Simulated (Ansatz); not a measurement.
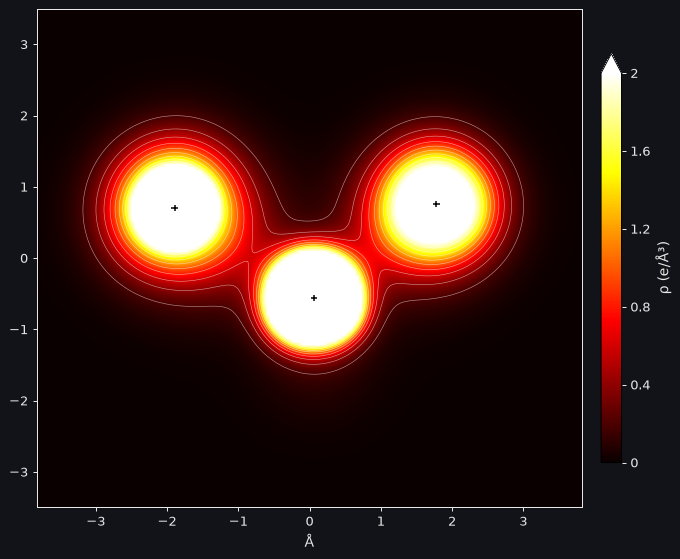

The total electron density on a plane through atoms (crosses mark nuclei in the plane).

These are results of RKS PBE0-D4/def2-TZVPP in Ansatz, not measurements.

Candidates:
A. BrClF$_{2}$Ti (SMILES [F][Ti]([F])([Cl])[Br])
B. CH$_{3}$NOSi (SMILES N=C1O[SiH2]1)
C. C$_{2}$H$_{4}$BFO$_{2}$ (SMILES CC(=O)OBF)

> Which candidate gave the map?

Candidate A: BrClF$_{2}$Ti on the plane of atoms Cl4, Ti2 and Br5, which holds Ti, Cl and Br. Ti–Cl (2.17 Å): the density is about 0.75 e/Å³ at the midpoint. Ti–Br (2.33 Å): ρ at the midpoint is about 0.65 e/Å³.
